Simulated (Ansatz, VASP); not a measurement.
# Cross-check of GeBi between VASP and Ansatz

Wanted: the spread between two codes on one cell, functional and k mesh. The cell is invented: As first built, before any earlier steps moved the atoms (in the runner's words): it takes the SnP structure with all of its atoms replaced by other elements, volume scaled by an estimate. It may not be a known or stable phase. The cell is taken from a series of VASP runs on this material, whose earlier steps may have relaxed, scaled or displaced it; both programs get it as it stands. Valence electrons are named where the data sets of a main pair hold unlike numbers.

Program: Ansatz 0.2.0. Level of theory: plane waves, with VASP 6.6.1 beside it; band structure at PBEsol, band structure at PBE, spin-orbit coupling and band structure at r2SCAN, spin-orbit coupling. Results are calculated unless marked as measured.

### 1. The structure

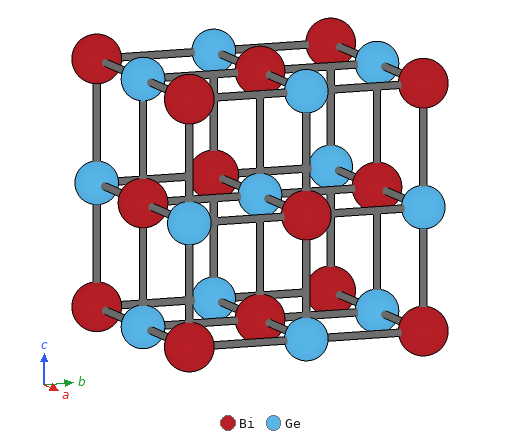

The cell as given, slightly off an axis (bismuth red, germanium blue). This picture shows the conventional cell, with its axes. Some periodic images of atoms are drawn too.

### 2. Ansatz: band structure, PBEsol

Ansatz runs on its default PAW (the set named soft_2) files.

A single point gives forces, pressure and levels at one fixed geometry, so differences don't come from the geometry; what else differs is listed under the comparison.

input.yaml

```yaml
crystal:
  lattice:
    - [0.0, 3.0005849367, 3.0005849367]
    - [3.0005849367, 0.0, 3.0005849367]
    - [3.0005849367, 3.0005849367, 0.0]
  atoms:
    - { symbol: Bi, position: [0.0, 0.0, 0.0] }
    - { symbol: Ge, position: [0.5, 0.5, 0.5] }
hamiltonian:
  xc: pbesol
  pseudopotentials: { kind: paw }
kpoints:
  mp_grid: { grid: [4, 4, 4] }
  band_path:
    path:
      - [0.0, 0.0, 0.0]
      - [0.16667, 0.0, 0.16667]
      - [0.33333, 0.0, 0.33333]
      - [0.5, 0.0, 0.5]
      - [0.5, 0.08333, 0.58333]
      - [0.5, 0.18333, 0.68333]
      - [0.5, 0.25, 0.75]
      - [0.45, 0.3, 0.75]
      - [0.40833, 0.34167, 0.75]
      - [0.35, 0.35, 0.7]
      - [0.225, 0.225, 0.45]
      - [0.075, 0.075, 0.15]
      - [0.03333, 0.03333, 0.03333]
      - [0.23333, 0.23333, 0.23333]
      - [0.4, 0.4, 0.4]
      - [0.51667, 0.46667, 0.51667]
      - [0.55833, 0.38333, 0.55833]
      - [0.60833, 0.28333, 0.60833]
      - [0.60833, 0.25, 0.64167]
      - [0.55833, 0.25, 0.69167]
      - [0.51667, 0.25, 0.73333]
      - [0.5, 0.3, 0.7]
      - [0.5, 0.38333, 0.61667]
      - [0.5, 0.48333, 0.51667]
      - [0.475, 0.475, 0.55]
      - [0.425, 0.425, 0.65]
      - [0.38333, 0.38333, 0.73333]
      - [0.59167, 0.18333, 0.59167]
      - [0.55, 0.1, 0.55]
      - [0.5, 0.0, 0.5]
    npoints: 1
scf:
  occupations: { method: gaussian, width: 0.02 }
  n_extra_bands: 7
output:
  forces: true
  stress: true
  eigenvalues: true
  write_density: true
  write_potential: true
  elf: true
  volumetric_format: npy
```

The run is started by

```bash
ansatz run input.yaml --threads 2 --pin off --max-ram 4608MiB --backend cpu --events-out ev --progress --plain --runs-dir out
```

Numbers of over 12 decimals in the logs are rounded to 6 here.

What it wrote:

```text
scf.n_extra_bands = 7 over 15 filled bands (N_el = 29.0): the run solves 22 bands
Engine: ansatz 0.2.0, aarch64-unknown-linux-gnu
Pseudopotentials: kind: paw
Pseudopotential: Bi, paw, valence charge 15, recommended cutoff 420 eV (normal), Bi.paw.azcp
Pseudopotential: Ge, paw, valence charge 14, recommended cutoff 420 eV (normal), Ge.paw.azcp
Functional definition: PBEsol
  exchange = pbesol_x
  correlation = pbesol_c
Crystal: 2 atoms, lattice volume = 54.032 Å³
Basis set: ecut = 420 eV, 1067 PW (Γ), exchange–correlation on 60×60×60 points (8 copies of the dense FFT grid, shifted against one another)
Bands: 22, of which v1, the nominal top of the filled ones, is band 15 counted from 1 (14 counted from 0)
Symmetry: 48 space group operations
Space group: Fm-3m (ITA 225), of the structure as read, at distance tolerance 3.8e-5 Å
k-points: 8 of 64
Non-local potential: Bi, projectors of the file, l = 0: 2, l = 1: 2, l = 2: 2, l = 3: 2
Non-local potential: Ge, projectors of the file, l = 0: 2, l = 1: 2, l = 2: 3, l = 3: 1
PAW form: soft (Blöchl's): semilocal exchange-correlation on the pseudo side does not see the compensation charge
PAW frozen core: Bi, regenerated for the run's functional, and the local potential with it (the file was generated under x = pbe(κ = 0.804, μ = 0.219515), c = pbe(β = 0.066725))
PAW frozen core: Ge, regenerated for the run's functional, and the local potential with it (the file was generated under x = pbe(κ = 0.804, μ = 0.219515), c = pbe(β = 0.066725))
PAW one-centre angular grid: Bi, 590 points (default); XC on 64 Gauss nodes
PAW one-centre angular grid: Ge, 590 points (default); XC on 64 Gauss nodes
Initial density: superposition of atomic densities (neutral atoms: chi_scale 0, normalization atom), corrected by the library's trained network
Initial wavefunctions: pseudopotential atomic-orbital guess
Functional: x = pbesol(κ = 0.804, μ = 0.123457), c = pbesol(β = 0.046)
SCF iter   1: F=—  HF=-16495.029880 eV  |F-HF|=—  |Δ(HF+E_count)|=         —  Δρ=1.36e-3  dr2=1.41e-3  ethr=1.77e-3  ⟨swp⟩=7.0  Hψ=856  notcnv=0
preconditioner: auto → none  [insulator: Δε(μ)=0.358 eV  Ē_g=24.356 eV  σ=0.020 eV  W_gap=0.50  n_scr=14 (ndim 8)  ℏωp=27.2 eV  f_vac=0.000  D(μ)=10.58/eV (n_scr^D=180)  ε∞_Penn≈2.2]
SCF iter   2: F=—  HF=-16495.027729 eV  |F-HF|=—  |Δ(HF+E_count)|=   2.15e-3  Δρ=5.96e-4  dr2=1.89e-4  ethr=4.85e-6  ⟨swp⟩=3.1  Hψ=419  notcnv=0  defer=18
SCF iter   3: F=—  HF=-16495.027688 eV  |F-HF|=—  |Δ(HF+E_count)|=   4.10e-5  Δρ=2.09e-4  dr2=2.56e-5  ethr=6.51e-7  ⟨swp⟩=2.0  Hψ=270  notcnv=0  defer=18
SCF iter   4: F=—  HF=-16495.027682 eV  |F-HF|=—  |Δ(HF+E_count)|=   5.71e-6  Δρ=8.04e-5  dr2=3.89e-6  ethr=8.83e-8  ⟨swp⟩=2.6  Hψ=294  notcnv=0  defer=18
iter 5 did not close the SCF: its close was put off for the readings that it lacked (scf_convergence_deferred on its scf_iter line)
SCF iter   5: F=-16495.027682 eV  HF=-16495.027682 eV  |F-HF|=6.12e-8  |Δ(HF+E_count)|=   3.67e-8  Δρ=1.28e-5  dr2=6.24e-8  ethr=1.34e-8  ⟨swp⟩=2.1  Hψ=187  notcnv=0  defer=18
SCF iter   6: F=-16495.027682 eV  HF=-16495.027682 eV  |F-HF|=1.94e-8  |Δ(HF+E_count)|=   5.16e-9  Δρ=5.78e-6  dr2=1.14e-8  ethr=2.15e-10  ⟨swp⟩=10.8  Hψ=1202  notcnv=0
SCF 1 converged in 6 iterations: F = -16495.027682 eV  dr2 = 1.14e-8
  greatest PAW one-centre occupation: 0.998 electrons in one spin orbital (limit 2), on the Ge atom at site 1 (counted from 0), in its partial waves of l = 2
NSCF: frozen V_eff on 30 k-points
SCF converged after 6 iterations
Free energy (F): -16495.027682 eV
Harris-Foulkes:  -16495.027682 eV  (|F-HF|=1.94e-8)
Internal energy: -16495.025567 eV  (E = F + TS)
E sigma→0 (E₀):  -16495.026624 eV
Entropy (-TS):   -0.002116 eV (-1.058 meV/atom)
Fermi energy:    9.776304 eV
--- Per-component energies (eV) ---
  E_band       = -231.043261
  E_kinetic    = 412.441036
  E_local      = -3805.363785  (includes V_loc(G=0)·N_el)
  E_nonlocal   = 979.302400
  E_hartree    = 1493.258889
  E_xc         = -224.196208
  E_vxc        = -207.523728  (∫ρ·V_xc dr)
  E_paw        = -12486.606889  (= ΣΔE_a)
  E_vpaw       = -596.424091  (= ΣTr[D̂ρ^β])
  E_aug_tail   = -0.000141  (compensation charges beyond the density's cutoff)
  E_ewald      = -2864.868558
  E_core_change = 1.007688  (= ΣΔE_core)
  E_smearing   = -0.002116  (= −TS)
  E_closure    = -0.000000  (closes the sum)
  Σ components = -16495.027682   (vs F -16495.027682, Δ=0.00e0)
--- Forces (eV/Å), atoms counted from 1 ---
  atom   1  Bi    -0.00000000     0.00000000     0.00000000
  atom   2  Ge     0.00000000    -0.00000000     0.00000000
  max |Σ_I F_I| component: 7.39e-29 eV/Å
--- Stress (GPa, compression-positive) ---
       -2.973474      -0.000000      -0.000000
       -0.000000      -2.973474       0.000000
       -0.000000       0.000000      -2.973474
  P = ⅓ Tr σ = -2.9735 GPa (-29.735 kbar)
--- Band table (eV; the first three rows and the last of 8) ---
  k-point 0: bands = [... 11 lower, 5.6428, 9.3299, 9.3299, 9.3299, 14.4875, 14.4875, 14.4875, 15.9914, ... 3 higher]
  k-point 1: bands = [... 11 lower, 3.4184, 9.5074, 9.5074, 10.1309, 12.4997, 12.4997, 12.5345, 16.1825, ... 3 higher]
  k-point 2: bands = [... 11 lower, 1.1057, 10.2490, 10.2490, 10.6625, 10.6625, 10.8157, 10.9046, 19.7478, ... 3 higher]
  k-point 7: bands = [... 11 lower, 2.0694, 5.6929, 5.6929, 11.1591, 11.2281, 16.0686, 16.0686, 17.7989, ... 3 higher]
```

Run time: 0.85 s. Hardware: 2 threads of Arm Neoverse V2, shared host; peak memory 0.3 GiB.

### 3. VASP: band structure, PBEsol

The same cell, functional, mesh and smearing now go to VASP, with its own data sets.

Lines of VASP's logs that name or quote its potential files are left out, and so is its time.

INCAR

```
SYSTEM = GeBi
PREC = Accurate
ENCUT = 410
EDIFF = 1E-06
NELM = 100
ISMEAR = 0
SIGMA = 0.02
LREAL = .FALSE.
ALGO = Normal
GGA = PS
LORBIT = 11
LWAVE = .FALSE.
LCHARG = .FALSE.
KPAR = 4
```

POSCAR

```
GeBi
1.0
    0.0000000000      3.0005849367      3.0005849367
    3.0005849367      0.0000000000      3.0005849367
    3.0005849367      3.0005849367      0.0000000000
Bi Ge
1 1
Direct
    0.0000000000      0.0000000000      0.0000000000
    0.5000000000      0.5000000000      0.5000000000
```

KPOINTS

```
Automatic mesh
0
Gamma
4 4 4
0 0 0
```

KPOINTS_OPT

```
Line mode
16
Line-mode
Reciprocal
  0.00000000   0.00000000   0.00000000 GAMMA
  0.50000000   0.00000000   0.50000000 X

  0.50000000   0.00000000   0.50000000 X
  0.50000000   0.25000000   0.75000000 W

  0.50000000   0.25000000   0.75000000 W
  0.37500000   0.37500000   0.75000000 K

  0.37500000   0.37500000   0.75000000 K
  0.00000000   0.00000000   0.00000000 GAMMA

  0.00000000   0.00000000   0.00000000 GAMMA
  0.50000000   0.50000000   0.50000000 L

  0.50000000   0.50000000   0.50000000 L
  0.62500000   0.25000000   0.62500000 U

  0.62500000   0.25000000   0.62500000 U
  0.50000000   0.25000000   0.75000000 W

  0.50000000   0.25000000   0.75000000 W
  0.50000000   0.50000000   0.50000000 L

  0.50000000   0.50000000   0.50000000 L
  0.37500000   0.37500000   0.75000000 K

  0.62500000   0.25000000   0.62500000 U
  0.50000000   0.00000000   0.50000000 X
```

PAW data sets: Bi_d and Ge_d (PBE family, release 64).

The run is started by

```bash
mpirun -np 4 vasp_std
```

What it wrote:

```text
[banner, memory and clock lines left out]
running    4 mpi-ranks, on    1 nodes
 distrk:  each k-point on    1 cores,    4 groups
 distr:  one band on    1 cores,    1 groups

 POSCAR found type information on POSCAR BiGe
 POSCAR found :  2 types and       2 ions
|                                                                             |
|               ----> ADVICE to this user running VASP <----                  |
|                                                                             |
|     You enforced a specific xc type in the INCAR file but a different       |
|     [... a line on the potential file left out ...]
|     I HOPE YOU KNOW WHAT YOU ARE DOING!                                     |
|                                                                             |

 LDA part: xc-table for (Slater+PW92), standard interpolation
 POSCAR, INCAR and KPOINTS ok, starting setup
 FFT: planning ... GRIDC
 FFT: planning ... GRID_SOFT
 FFT: planning ... GRID
 WAVECAR not read
 entering main loop
       N       E                     dE             d eps       ncg     rms          rms(c)
DAV:   1     0.215543648038E+03    0.21554E+03   -0.13687E+04   290   0.280E+03
DAV:   2     0.163391252079E+02   -0.19920E+03   -0.19686E+03   288   0.522E+02
DAV:   3    -0.773149356593E+01   -0.24071E+02   -0.23788E+02   314   0.165E+02
DAV:   4    -0.876501878254E+01   -0.10335E+01   -0.10292E+01   328   0.372E+01
DAV:   5    -0.880183804018E+01   -0.36819E-01   -0.36813E-01   394   0.664E+00    0.144E+00
DAV:   6    -0.876942894459E+01    0.32409E-01   -0.78038E-02   350   0.310E+00    0.778E-01
DAV:   7    -0.876478972939E+01    0.46392E-02   -0.25676E-02   336   0.187E+00    0.245E-01
DAV:   8    -0.876445465661E+01    0.33507E-03   -0.20651E-03   318   0.568E-01    0.353E-02
DAV:   9    -0.876446729254E+01   -0.12636E-04   -0.18740E-04   378   0.204E-01    0.202E-02
DAV:  10    -0.876446780676E+01   -0.51423E-06   -0.22389E-05   370   0.694E-02    0.378E-03
DAV:  11    -0.876446731452E+01    0.49224E-06   -0.40931E-06   330   0.366E-02
   1 F= -.87644673E+01 E0= -.87634095E+01  d E =-.211571E-02
 Start KPOINTS_OPT (optional k-point list driver)
k-point batch [1-8\160]
       N       E                     dE             ncg
DAV:   1    -0.874678342713E+03   -0.21244E+04      294
DAV:   2    -0.245102207428E+04   -0.15763E+04      288
DAV:   3    -0.265796714227E+04   -0.20695E+03      388
DAV:   4    -0.266413323956E+04   -0.61661E+01      354
DAV:   5    -0.266429313291E+04   -0.15989E+00      448
DAV:   6    -0.266429507209E+04   -0.19392E-02      376
DAV:   7    -0.266429515086E+04   -0.78771E-04      452
DAV:   8    -0.266429515171E+04   -0.84978E-06      348
[...]
k-point batch [153-160\160]
       N       E                     dE             ncg
DAV:   1    -0.103845905451E+04   -0.79344E+04      292
DAV:   2    -0.258279344925E+04   -0.15443E+04      290
DAV:   3    -0.275693643274E+04   -0.17414E+03      320
DAV:   4    -0.276322850231E+04   -0.62921E+01      312
DAV:   5    -0.276346085131E+04   -0.23235E+00      392
DAV:   6    -0.276346811386E+04   -0.72625E-02      358
DAV:   7    -0.276346821331E+04   -0.99455E-04      386
DAV:   8    -0.276346821556E+04   -0.22442E-05      278
DAV:   9    -0.276346821567E+04   -0.11211E-06      180
```

OUTCAR, selected parts (step 3):

```text
ion  position               nearest neighbor table
   1  0.000  0.000  0.000-   2 3.00   2 3.00   2 3.00   2 3.00   2 3.00   2 3.00
   2  0.500  0.500  0.500-   1 3.00   1 3.00   1 3.00   1 3.00   1 3.00   1 3.00

  LATTYP: Found a face centered cubic cell.
 ALAT       =     6.0011698734

 Subroutine GETGRP returns: Found 48 space group operations
 (whereof 48 operations were pure point group operations)

The static configuration has the point symmetry O_h .

 Found      8 irreducible k-points:

   k-points           NKPTS =      8   k-points in BZ     NKDIM =      8   number of bands    NBANDS=     18

   dimension x,y,z NGX =    28 NGY =   28 NGZ =   28
   dimension x,y,z NGXF=    56 NGYF=   56 NGZF=   56

   ENCUT  =  410.0 eV  30.13 Ry    5.49 a.u.   7.01  7.01  7.01*2*pi/ulx,y,z

   NELECT =      29.0000    total number of electrons

 k-points in reciprocal lattice and weights: Automatic mesh
   0.00000000  0.00000000  0.00000000       0.016
   0.25000000  0.00000000  0.00000000       0.125
   0.50000000  0.00000000  0.00000000       0.062
   0.25000000  0.25000000  0.00000000       0.094
   0.50000000  0.25000000  0.00000000       0.375
  -0.25000000  0.25000000  0.00000000       0.188
   0.50000000  0.50000000  0.00000000       0.047
  -0.25000000  0.50000000  0.25000000       0.094

 average (electrostatic) potential at core
       1-104.3063       2 -72.6455

 E-fermi :   6.0641

 k-point     1 :       0.0000    0.0000    0.0000
  band No.  band energies     occupation
    ...
     11      -6.7306      2.00000
     12       1.9201      2.00000
     13       5.6185      2.00000
     14       5.6185      2.00000
     15       5.6185      2.00000
     16      10.7760      0.00000
     17      10.7760      0.00000
     18      10.7760      0.00000

 k-point     2 :       0.2500    0.0000    0.0000
  band No.  band energies     occupation
    ...
     10     -16.3745      2.00000
     11      -6.0535      2.00000
     12      -0.2995      2.00000
     13       5.7963      2.00000
     14       5.7963      2.00000
     15       6.4169      0.00000
     16       8.7898      0.00000
     17       8.7898      0.00000
     18       8.8216      0.00000

 k-point     3 :       0.5000    0.0000    0.0000
  band No.  band energies     occupation
    ...
      8     -16.3818      2.00000
      9     -16.3676      2.00000
     10     -16.3676      2.00000
     11      -4.7617      2.00000
     12      -2.6062      2.00000
     13       6.5384      0.00000
     14       6.5384      0.00000
     15       6.9522      0.00000
     16       6.9522      0.00000
     17       7.1057      0.00000
    ...

  Total       -1.0822331     -1.0822331     -1.0822331     -0.0000000     -0.0000000      0.0000000
  in kB      -32.0910282    -32.0910282    -32.0910282     -0.0000000     -0.0000000      0.0000000
  external PRESSURE =     -32.0910282 kB  Pullay stress =       0.0000000 kB

  energy-cutoff  :      410.00
  volume of cell :       54.03
      direct lattice vectors                 reciprocal lattice vectors
     0.000000000  3.000584937  3.000584937    -0.166634177  0.166634177  0.166634177
     3.000584937  0.000000000  3.000584937     0.166634177 -0.166634177  0.166634177
     3.000584937  3.000584937  0.000000000     0.166634177  0.166634177 -0.166634177

 POSITION                                       TOTAL-FORCE (eV/Angst)
 -----------------------------------------------------------------------------------
      0.00000      0.00000      0.00000         0.000000      0.000000     -0.000000
      3.00058      3.00058      3.00058         0.000000      0.000000      0.000000
 -----------------------------------------------------------------------------------
    total drift:                                0.000000      0.000000      0.000000

  FREE ENERGIE OF THE ION-ELECTRON SYSTEM (eV)
  ---------------------------------------------------
  free  energy   TOTEN  =        -8.7644673145 eV

  energy  without entropy=       -8.7623516036  energy(sigma->0) =       -8.76340946

 total charge
# of ion       s       p       d       tot
------------------------------------------
    1        1.502   1.348   9.927  12.777
    2        1.222   0.970   9.996  12.188
--------------------------------------------------
tot          2.724   2.319  19.923  24.965

[... 3 further parts left out ...]
```

This run has no spin polarisation. Its electron count is odd, so without a moment it is a metal by construction. At this level the cell is under a tension of 3.2 GPa, so at these settings it is away from equilibrium.

### 4. Differences

Known differences besides the potentials themselves: the cutoff is 420 eV in Ansatz and 410 eV in VASP; Ansatz makes its cores anew for this functional, VASP keeps those of its PBE data sets; VASP leaves aspherical gradient terms in its spheres out (LASPH is not set), Ansatz keeps them. Total energies have different zeros and are not compared.

Compared:

| quantity | Ansatz | VASP | difference |
| --- | --- | --- | --- |
| pressure (GPa) | -2.97 | -3.21 | +0.24 |

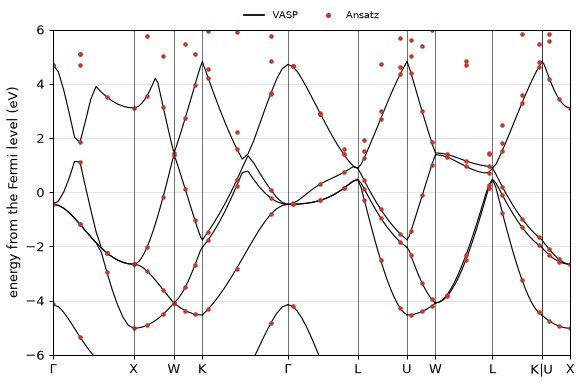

Bands from VASP (lines) and levels from Ansatz (dots). Dots without a line are higher empty bands that the VASP plot leaves out.

Levels from 3 eV below to 2 eV above the Fermi level differ by 1 meV r.m.s. and 2 meV at most; each VASP level is matched to the nearest of Ansatz, which flatters the figure a little.

### 5. Ansatz: band structure, PBE, spin-orbit coupling

With cell and atoms fixed, the geometry can't cause a difference; cores, projectors, grids and the points listed under the comparison can.

The cell is taken from a series of VASP runs on this material, whose earlier steps may have relaxed, scaled or displaced it; both programs get it as it stands.

Changes to input.yaml since step 2:

```diff
@@ -9,6 +9,9 @@
 hamiltonian:
-  xc: pbesol
-  pseudopotentials: { kind: paw }
+  xc: pbe
+  pseudopotentials: { kind: paw_fr }
+magnetization:
+  noncollinear: true
+  spin_orbit: true
 kpoints:
-  mp_grid: { grid: [4, 4, 4] }
+  mp_grid: { grid: [5, 5, 5] }
   band_path:
@@ -48,3 +51,3 @@
   occupations: { method: gaussian, width: 0.02 }
-  n_extra_bands: 7
+  n_extra_bands: 14
 output:
@@ -53,5 +56 @@
   eigenvalues: true
-  write_density: true
-  write_potential: true
-  elf: true
-  volumetric_format: npy
```

The run is started by

```bash
ansatz run input.yaml --threads 2 --pin off --max-ram 4608MiB --backend cpu --events-out ev --progress --plain --runs-dir out
```

What it wrote:

```text
[...]
non-collinear run that drives no moment, with spin-orbit: no starting moment large enough to seed its density (crystal.atoms[].spin), no starting occupations that ask for one, no magnetisation constraint and no magnetic field, so the semilocal B_xc is pinned to zero
Crystal: 2 atoms, lattice volume = 54.032 Å³
[...]
k-point 1: bands = [... 25 lower, 8.6662, 9.9428, 9.9428, 10.3020, 10.3020, 12.3998, 12.3998, 13.5080, ... 10 higher]
  k-point 2: bands = [... 25 lower, 9.0736, 10.4299, 10.4299, 10.7478, 10.7478, 11.0249, 11.0249, 11.6670, ... 10 higher]
  k-point 9: bands = [... 25 lower, 5.9493, 6.6041, 6.6041, 10.2339, 10.2339, 12.1319, 12.1319, 15.4059, ... 10 higher]
[key lines of the parts left out:]
SCF converged after 7 iterations
Magnetization: |M| = 0.0000 μB,  M = (+0.0000, +0.0000, +0.0000) μB
Free energy (F): -16733.013440 eV
Fermi energy:    10.191611 eV
P = ⅓ Tr σ = 1.2544 GPa (12.544 kbar)
```

The job ended after 6.5 s (2 threads; peak memory 0.47 GiB; 12 s of CPU time).

(Part 1 of 2 ends here.)

[Lines on the potential files, build, host, timing and source positions are cut from VASP's logs without a mark.]

[Logs are printed without paths, hosts, clocks, repeated set-up lines and the standing remarks that a program may print on its own settings, such as how far it seeks lower states.]

[Hosts, paths, dates, database ids (printed as entryN), source tags and the programs' standing remarks are cut or masked in the printed files.]
